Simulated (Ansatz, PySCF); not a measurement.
Bond stretch in Al2(mu-H)2(OH)4, H6Al2O4, singlet. The Al1–O11 bond (Al1 also carries Al, H, H, O; O11 carries H) is varied alone, starting from the PBE0/def2-SVP optimised geometry.

```
12

Al     0.0000     0.0000     0.0000
Al    -0.0001    -2.2415    -1.2242
H     -1.1744    -1.1671    -0.5482
O      0.0000     1.4355    -0.9078
H     -0.0496     1.5250    -1.8598
H      1.1776    -1.1593    -0.5797
O      0.1909    -3.7185    -0.4053
H     -0.4050    -4.4672    -0.4384
O     -0.1926    -2.0061    -2.9032
H      0.2764    -2.4997    -3.5775
O      0.0000     0.0000     1.6955
H      0.0870     0.7806     2.2430
```

- UCCSD(T) = CCSD(T) on UHF/cc-pVDZ, frozen core in Ansatz (a first-principles code)
- RKS-LDA (SVWN5)/6-31G* = restricted LDA (SVWN5)/6-31G*, spherical d run with PySCF 2.14.0
- UMP2 = MP2 on UHF/cc-pVDZ, frozen core in Ansatz

Energies are in kJ/mol, each relative to the lowest point of its own curve near equilibrium.

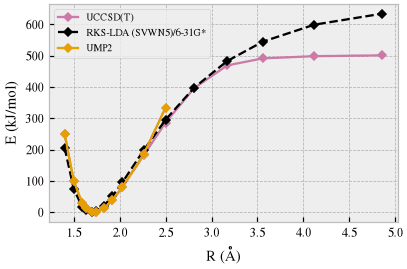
Fig. 1. Energy against bond length for each method.

| R / Å | UCCSD(T) | RKS-LDA (SVWN5)/6-31G* | UMP2 |
|---|---|---|---|
| 1.40 | 249.9 | 206.4 | 249.9 |
| 1.50 | 99.3 | 74.3 | 99.1 |
| 1.59 | 30.4 | 18.1 | 30.2 |
| 1.63 | 13.9 | 6.3 | 13.7 |
| 1.70 | 0.6 | 0.0 | 0.5 |
| 1.74 | 0.0 | 2.8 | 0.0 |
| 1.83 | 12.3 | 21.2 | 12.6 |
| 1.92 | 37.9 | 51.0 | 38.5 |
| 2.03 | 79.7 | 95.7 | 80.9 |
| 2.26 | 181.4 | 197.4 | 184.6 |
| 2.50 | 286.5 | 295.5 | 334.5 |
| 2.81 | 396.2 | 397.5 | — |
| 3.17 | 469.1 | 482.9 | — |
| 3.56 | 491.6 | 545.1 | — |
| 4.12 | 498.6 | 599.2 | — |
| 4.86 | 501.2 | 634.5 | — |

At the longest distance, 4.86 Å, RKS-LDA (SVWN5)/6-31G* lies highest above its minimum (634.5 kJ/mol) and UCCSD(T) lowest (501.2 kJ/mol).

Dashes: no converged value, or the column stops at the first point that the program doubted or that broke a chosen test of continuity, which isn't proof of a fault.

The unrestricted solution behind UCCSD(T), UMP2 changes between 2.50 and 2.81 Å, which can leave a kink. The unrestricted determinant behind UCCSD(T), UMP2 is spin-contaminated at 2.50 to 4.86 Å (<S²> up to 1.0, against 0.00 for a pure singlet). The restricted form behind RKS-LDA (SVWN5)/6-31G* keeps the bonding electrons paired and can't separate into open-shell fragments.
